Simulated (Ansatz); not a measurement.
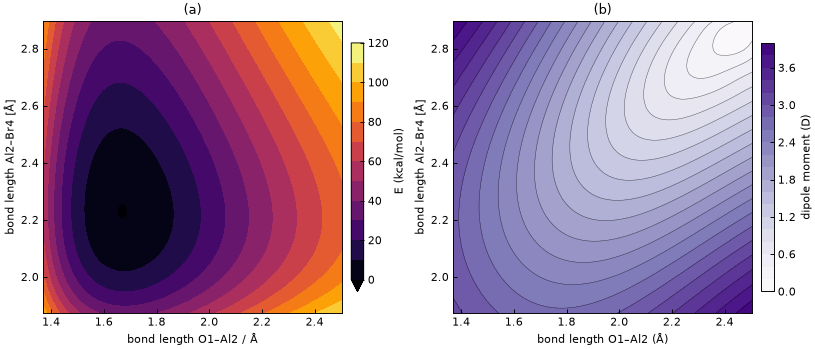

AlBrFHO, SMILES [OH][Al]([F])[Br]. 
- Coordinates scanned: (1) bond length O1–Al2; (2) bond length Al2–Br4.
- Nothing is relaxed (all other coordinates rigid).
- Grid: 13 × 13 points.
- Points are written as (first, second).
- Energies are in kcal/mol, from the lowest grid point.
- The reference is spin-restricted, which grows unreliable where a bond is stretched far.
- These are results of RKS CAM-B3LYP-D4/def2-TZVP in Ansatz 0.2.0, not measurements.

Panel (a) is the energy; panel (b) is the computed dipole moment, in D.

The picture shows filled contours. Between grid points the surface is interpolated.

**How does the dipole moment vary over the map, and what is it at the lowest grid point?**

Leaving out the highest fifth of the energies, it runs from 0.48 D at (2.221 Å, 2.726 Å) to 3.67 D at (1.464 Å, 2.897 Å). At the lowest grid point, (1.653 Å, 2.214 Å), it is 2.14 D.
